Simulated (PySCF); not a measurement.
# CH9BF2Si3: what the fields show

```xyz
16

F    -2.1668    2.4817   -0.7807
B    -1.8761    1.4019   -0.0672
F    -2.6219    1.2896    1.0253
C    -0.7583    0.4043   -0.4284
Si   -1.3635   -1.4046   -0.3661
Si    0.7201    0.7300    0.7658
Si    2.5826   -0.4193    0.0236
H    -0.3957    0.6099   -1.4390
H    -1.7674   -1.7589    0.9935
H    -0.2471   -2.2490   -0.8043
H    -2.4986   -1.5797   -1.2774
H     0.2837    0.3735    2.1233
H     0.9506    2.1858    0.8044
H     2.8753   -0.2082   -1.3986
H     2.5013   -1.8697    0.2165
H     3.7743    0.0214    0.7520
```

Geometry: GFN2-xTB.

Theory: PBE0/pcSseg-1, SCF density, gas phase, non-relativistic (PySCF).

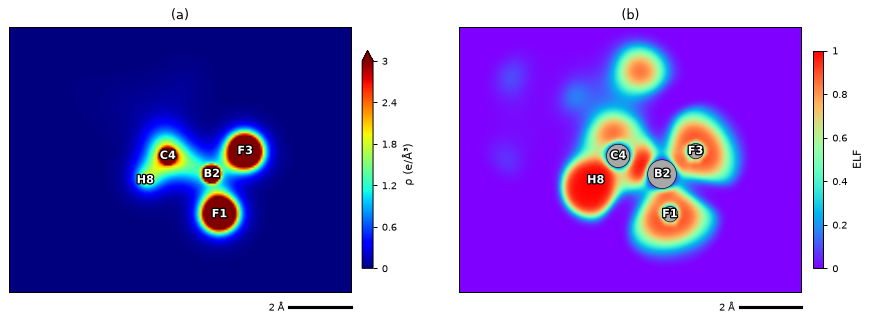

Figure 1. (a) electron density; (b) electron localisation function on the plane of atoms F1, B2 and F3. Grey discs cover the atomic cores in the ELF map.

**What does the map show?**

Atoms in the plane: F, B, C and H.
B–F (1.33 Å): ρ at the midpoint is about 2.2 e/Å³; the ELF peaks at about 0.85 between the atoms: a polar covalent bond.
C–B (1.54 Å): ρ is about 1.5 e/Å³ halfway; the ELF peaks at about 0.95 between the atoms (a covalent bond).
C–H (1.09 Å): ρ at the midpoint is about 1.9 e/Å³; the ELF climbs to about 1 towards the hydrogen, as it does in any bond to H; an ordinary covalent bond to hydrogen.
The ELF also peaks beside F1 and F3, away from the bonds: lone-pair regions.

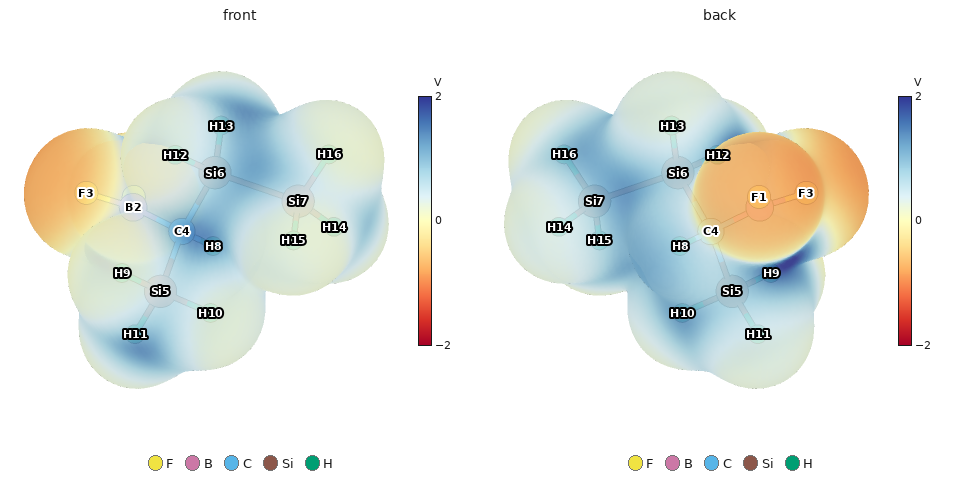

Figure 2. The molecular electrostatic potential painted on the density surface at 0.002 e/bohr³, seen from the front and from behind; the colour scale runs from red (negative) to blue (positive).

**Which sites attract a positive test charge, and which a negative one?**

A positive charge is drawn to the negative regions and a negative charge to the positive ones. The most negative region (about −0.9 V) lies over F1 and F3, the most positive (about +1.9 V) over B2.

**What dipole moment does the calculation give?**

Its dipole moment is 1.84 D.
